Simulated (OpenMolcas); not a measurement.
Relativistic diatomic calculation: CB⁻ (part 2 of 2)

The same run, continued: CB⁻. Method: SA-CASSCF(8,8)/XMS-CASPT2 + RASSI spin-orbit (X2C scalar, AMFI), ANO-RCC-VTZP (OpenMolcas).

## Output (extracts), continued
```
++ Dipole transition strengths (spin-free states):
     for osc. strength at least  1.00000000E-05
      From   To        Osc. strength     Einstein coefficients Ax, Ay, Az (sec-1)    Total A (sec-1)
         1   12       1.92074246E-03  8.68405723E-08  1.81830025E+04  0.00000000E+00  1.81830025E+04
         1    3       4.04734766E-02  0.00000000E+00  0.00000000E+00  7.73463024E+06  7.73463024E+06
         1   14       1.40430937E-03  1.22694138E+06  9.48702043E-06  0.00000000E+00  1.22694138E+06
         1    5       8.44305521E-03  0.00000000E+00  0.00000000E+00  8.20370321E+06  8.20370321E+06
         1   15       5.79034674E-04  4.70161531E+05  1.44522080E+05  0.00000000E+00  6.14683611E+05
         1   16       5.79173414E-04  1.44630314E+05  4.70526470E+05  0.00000000E+00  6.15156784E+05
         2   12       1.92074232E-03  1.81830012E+04  8.78006921E-08  0.00000000E+00  1.81830012E+04
         2    4       4.04734768E-02  0.00000000E+00  0.00000000E+00  7.73463028E+06  7.73463028E+06
         2   14       1.40431042E-03  7.33838789E-06  1.22694230E+06  0.00000000E+00  1.22694230E+06
         2    6       8.44305684E-03  0.00000000E+00  0.00000000E+00  8.20370480E+06  8.20370480E+06
         2   15       5.79033259E-04  1.44522106E+05  4.70160003E+05  0.00000000E+00  6.14682109E+05
         2   16       5.79173510E-04  4.70526384E+05  1.44630502E+05  0.00000000E+00  6.15156886E+05
         7   17       2.99517992E-03  2.46106441E+04  3.13852514E+04  0.00000000E+00  5.59958954E+04
         7   18       2.99518074E-03  3.13853021E+04  2.46106087E+04  0.00000000E+00  5.59959108E+04
         7   19       2.91980790E-04  8.01201981E+04  7.90264689E+04  0.00000000E+00  1.59146667E+05
         7   20       2.91980782E-04  7.90265401E+04  8.01201228E+04  0.00000000E+00  1.59146663E+05
         7   11       8.95571291E-02  0.00000000E+00  0.00000000E+00  6.98334799E+07  6.98334799E+07
        12    4       7.28914428E-05  8.41918115E+03  1.22128030E-06  0.00000000E+00  8.41918115E+03
        12    3       7.28914468E-05  1.19309770E-06  8.41918161E+03  0.00000000E+00  8.41918161E+03
        12    6       1.50012575E-03  1.18405272E+06  1.82267574E-06  0.00000000E+00  1.18405272E+06
        12    5       1.50012599E-03  1.66027376E-06  1.18405292E+06  0.00000000E+00  1.18405292E+06
        17    8       3.63015689E-03  2.87379674E+04  4.66725271E+04  0.00000000E+00  7.54104945E+04
        17    9       3.64937232E-03  4.74176216E+04  2.91966780E+04  0.00000000E+00  7.66142996E+04
        17   10       4.08956301E-03  9.97107184E+04  1.27158964E+05  0.00000000E+00  2.26869683E+05
        17   19       2.79442723E-04  0.00000000E+00  0.00000000E+00  1.01119820E+05  1.01119820E+05
        17   20       8.49506046E-02  0.00000000E+00  0.00000000E+00  3.07404312E+07  3.07404312E+07
        17   11       8.27858168E-03  2.02664497E+06  2.58437176E+06  0.00000000E+00  4.61101674E+06
        18    8       3.63015845E-03  4.66726323E+04  2.87378946E+04  0.00000000E+00  7.54105270E+04
        18    9       3.64937098E-03  2.91966681E+04  4.74176032E+04  0.00000000E+00  7.66142713E+04
        18   10       4.08956122E-03  1.27158323E+05  9.97112606E+04  0.00000000E+00  2.26869583E+05
        18   19       8.49506046E-02  0.00000000E+00  0.00000000E+00  3.07404312E+07  3.07404312E+07
        18   20       2.79442725E-04  0.00000000E+00  0.00000000E+00  1.01119820E+05  1.01119820E+05
        18   11       8.27858194E-03  2.58437276E+06  2.02664412E+06  0.00000000E+00  4.61101688E+06
        13    4       1.65727859E-03  2.29377492E-06  6.04063214E+04  0.00000000E+00  6.04063214E+04
        13    3       1.65727850E-03  6.04063180E+04  2.26726498E-06  0.00000000E+00  6.04063180E+04
        13   14       2.20215071E-03  0.00000000E+00  0.00000000E+00  1.04383046E+06  1.04383046E+06
        13    6       2.41911533E-03  2.13899610E-07  1.32286800E+06  0.00000000E+00  1.32286800E+06
        13    5       2.41911549E-03  1.32286809E+06  1.75343406E-07  0.00000000E+00  1.32286809E+06
         8   19       2.68182698E-05  3.15824287E+03  2.45303569E+03  0.00000000E+00  5.61127856E+03
         8   20       2.68182477E-05  2.45306507E+03  3.15820887E+03  0.00000000E+00  5.61127395E+03
         9   19       2.67751739E-05  2.44097328E+03  3.14261727E+03  0.00000000E+00  5.58359054E+03
         9   20       2.67752127E-05  3.14262384E+03  2.44097478E+03  0.00000000E+00  5.58359862E+03
        10   19       7.81210421E-05  5.26903230E+03  5.19678446E+03  0.00000000E+00  1.04658168E+04
        10   20       7.81210344E-05  5.19676864E+03  5.26904709E+03  0.00000000E+00  1.04658157E+04
        10   11       9.09041707E-03  0.00000000E+00  0.00000000E+00  2.37165534E+06  2.37165534E+06
         4   14       2.98533527E-03  2.80835916E-05  7.39078442E+05  0.00000000E+00  7.39078442E+05
         4    6       7.07000192E-04  0.00000000E+00  0.00000000E+00  2.12756533E+05  2.12756533E+05
         4   15       4.72268897E-03  3.90674087E+05  1.27100293E+06  0.00000000E+00  1.66167702E+06
         4   16       4.72485558E-03  1.27275976E+06  3.91210310E+05  0.00000000E+00  1.66397007E+06
         3   14       2.98533350E-03  7.39078004E+05  2.49315055E-05  0.00000000E+00  7.39078004E+05
         3    5       7.07000091E-04  0.00000000E+00  0.00000000E+00  2.12756502E+05  2.12756502E+05
         3   15       4.72269612E-03  1.27100524E+06  3.90674292E+05  0.00000000E+00  1.66167953E+06
         3   16       4.72485189E-03  3.91209942E+05  1.27275883E+06  0.00000000E+00  1.66396877E+06
        19   11       2.58005840E-03  2.72149603E+04  2.68527713E+04  0.00000000E+00  5.40677316E+04
        20   11       2.58005839E-03  2.68527728E+04  2.72149587E+04  0.00000000E+00  5.40677315E+04
        21   23       6.82404516E-05  4.26399718E+02  3.57387135E+01  0.00000000E+00  4.62138432E+02
        22   23       6.82403498E-05  3.57385409E+01  4.26399202E+02  0.00000000E+00  4.62137743E+02
        14    6       3.49828529E-04  8.02879769E-11  9.10111318E+02  0.00000000E+00  9.10111318E+02
        14    5       3.49828670E-04  9.10111685E+02  2.89821239E-10  0.00000000E+00  9.10111685E+02
         6   15       2.25649026E-05  1.05524368E+01  3.43322046E+01  0.00000000E+00  4.48846414E+01
         6   16       2.27025088E-05  3.49647255E+01  1.07482153E+01  0.00000000E+00  4.57129408E+01
         5   15       2.25649318E-05  3.43322628E+01  1.05524367E+01  0.00000000E+00  4.48846995E+01
         5   16       2.27025045E-05  1.07482109E+01  3.49647214E+01  0.00000000E+00  4.57129323E+01
 Electric-quadrupole - electric-quadrupole not included
 Electric-dipole - electric-octupole not included
 Electric-dipole - magnetic-quadrupole not included
   Eigenvalues of complex Hamiltonian:
  (Shifted by EMIN (a.u.) =        -62.6080749388)
 SO State       Relative EMIN(au)   Rel lowest level(eV)    D:o, cm**(-1)      Omega
     1            -0.0000352212        0.0000000011              0.0000         2.0
     2            -0.0000352213        0.0000000000              0.0000         2.0
     3            -0.0000000976        0.0009557631              7.7087         1.0
     4            -0.0000000976        0.0009557631              7.7087         1.0
     5             0.0000337617        0.0018771231             15.1400         0.0
     6             0.0000351482        0.0019148519             15.4443         0.0
     7             0.0007627165        0.0217129931            175.1271         0.0
     8             0.0171648427        0.4680375833           3774.9777         0.0
     9             0.0171648981        0.4680390916           3774.9899         1.0
    10             0.0171648981        0.4680390916           3774.9899         1.0
    11             0.0248833074        0.6780677070           5468.9849         1.0
    12             0.0248833074        0.6780677070           5468.9849         1.0
    13             0.0434409198        1.1830460662           9541.9100         1.0
    14             0.0434409198        1.1830460662           9541.9100         1.0
    15             0.0434409207        1.1830460913           9541.9102         0.0
    16             0.0503103444        1.3699726321          11049.5745         2.0
    17             0.0504449284        1.3736348512          11079.1122         2.0
    18             0.0664355317        1.8087613342          14588.6440         0.0
    19             0.0770878758        2.0986263838          16926.5633         2.0
    20             0.0770878762        2.0986263938          16926.5634         2.0
    21             0.0771221231        2.0995583003          16934.0797         1.0
    22             0.0771221231        2.0995583003          16934.0797         1.0
    23             0.0771564708        2.1004929485          16941.6182         0.0
    24             0.0771565361        2.1004947249          16941.6325         0.0
    25             0.1310079435        3.5658661718          28760.6503         1.0
    26             0.1310079435        3.5658661718          28760.6503         1.0
    27             0.1386897093        3.7748976670          30446.6030         1.0
    28             0.1386897093        3.7748976670          30446.6030         1.0
    29             0.1387138265        3.7755539309          30451.8961         0.0
    30             0.1387138574        3.7755547717          30451.9029         0.0
    31             0.1387380053        3.7762118688          30457.2027         1.0
    32             0.1387380053        3.7762118688          30457.2027         1.0
    33             0.1387621994        3.7768702227          30462.5127         2.0
    34             0.1387621994        3.7768702229          30462.5127         2.0
    35             0.1387864243        3.7775294169          30467.8295         3.0
    36             0.1387864243        3.7775294169          30467.8295         3.0
    37             0.1532562070        4.1712722622          33643.5797         2.0
    38             0.1532562070        4.1712722622          33643.5797         2.0
    39             0.1532562342        4.1712730028          33643.5857         1.0
    40             0.1532562342        4.1712730028          33643.5857         1.0
    41             0.1532562433        4.1712732497          33643.5877         0.0
    42             0.1565466350        4.2608093710          34365.7452         0.0
    43             0.1649016568        4.4881610943          36199.4605         0.0
    44             0.1649016815        4.4881617668          36199.4659         1.0
    45             0.1649016815        4.4881617668          36199.4659         1.0
    46             0.1738975485        4.7329517796          38173.8305         0.0
    47             0.1738975669        4.7329522790          38173.8346         0.0
    48             0.1739001427        4.7330223715          38174.3999         1.0
    49             0.1739001427        4.7330223715          38174.3999         1.0
    50             0.1739026831        4.7330914980          38174.9574         2.0
    51             0.1739026831        4.7330914977          38174.9574         2.0
    52             0.1817650392        4.9470371084          39900.5452         1.8
    53             0.1817650392        4.9470371084          39900.5452         1.8
    54             0.1817682952        4.9471257078          39901.2598         2.0
    55             0.1818164619        4.9484363907          39911.8311         2.0
    56             0.1818197213        4.9485250840          39912.5465         2.6
    57             0.1818197213        4.9485250840          39912.5465         2.6
 Weights of the five most important spin-orbit-free states for each spin-orbit state.
 SO State  Total energy (au)           Spin-free states, spin, and weights
    1        -0.000035       2 1.0  0.5000    1 1.0  0.5000    9 0.
```

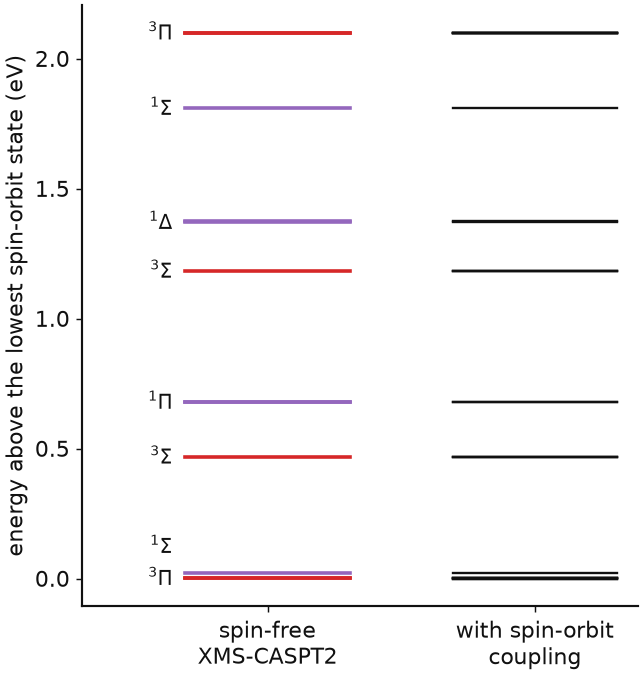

States up to 3.5 eV at 1.432 Å, without spin-orbit coupling (left, a colour for each spin multiplicity) and with it (right, where close levels merge). The spin-free states run ³Π (0.00 eV), ¹Σ (0.02 eV), ³Σ (0.47 eV), ¹Π (0.68 eV), ³Σ (1.18 eV), ¹Δ (1.37 eV) from the lowest. The lowest spin-orbit levels have |Ω| = 2 (0 cm⁻¹), 1 (8 cm⁻¹), 0 (15 cm⁻¹), 0 (175 cm⁻¹), 0 (3,775 cm⁻¹).

## Summary

- outcome: converged; components of a degenerate state are split by 30 cm⁻¹; whether the anion is bound against detachment isn't tested
- lowest spin-free state: ³Π
- lowest spin-orbit level: Ω = 2, −62.60811 hartree
- next level: Ω = 1, 8 cm⁻¹
- wall time: 39 s

## Notes

Limits: the two components of ¹Δ at 1.37 eV, degenerate in CASSCF as they must be, are split by 30 cm⁻¹ in XMS-CASPT2, an artefact that passes into its spin-orbit levels; 4 of the 57 spin-orbit states have no clean Ω, so their splittings aren't to be trusted; the run doesn't test whether the anion keeps its extra electron; the basis has no added diffuse functions, and states above the detachment threshold, which may include the lowest, are held only by it.
